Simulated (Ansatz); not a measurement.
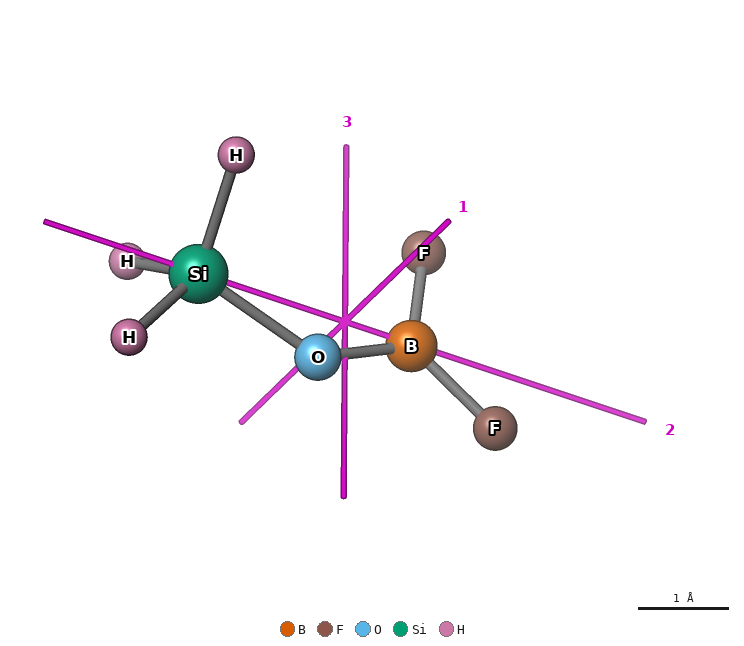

The three principal axes of inertia are drawn and numbered. Distant atoms are faded towards the background colour. Computed geometry: PBE0-D4/def2-TZVP optimisation. Masses are those of the most abundant isotopes; constants are for the rigid equilibrium geometry.

> Which line is the a axis (least moment of inertia), which b and which c?

a is line 2, b is line 3, c is line 1; the moments are 54.4, 223, 271 u Å².

> Classify the rotor and give the rotational constants (GHz).

An asymmetric top (Cs): A = 9.29, B = 2.27, C = 1.86 GHz. Ray's parameter κ is −0.89, close to the prolate limit.
